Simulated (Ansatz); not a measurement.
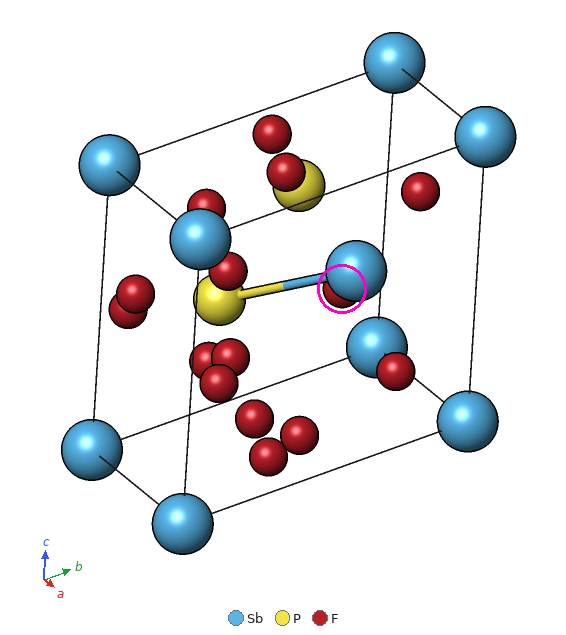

Drawn in the ball-and-stick manner and seen slightly off an axis. The simulation cell is outlined; an atom on or near a face, edge or corner is repeated at each equivalent position.

The box has a = 6.744 Å, b = 6.303 Å, c = 5.878 Å, α = 81.89°, β = 77.12°, γ = 105.20°.

The bonds drawn are P–Sb up to 3.20 Å (cut-off distances).

Question: Find the formula by counting the atoms in the cell.

Answer: SbPF$_{5}$. The cell holds 2 Sb, 2 P, 10 F, counting shared atoms by their share.

Question: What are the coordination numbers?

Answer: From the bonds in the picture, the coordination numbers come out as Sb 0 to 1 (mean 0.5) and P 0 to 1 (mean 0.5).

Question: Do the atoms sit on an ordered lattice pattern here?

Answer: No. The atoms show no order inside the cell (space group P1); it is a periodic model of a disordered solid.

The picture shows a made-up disordered cell; the geometry isn't optimised. It went into a calculation with Ansatz.

At this level of theory the cell isn't at rest (forces up to 3.7 eV/Å), so its distances can differ from those at equilibrium, the more so the softer the solid.
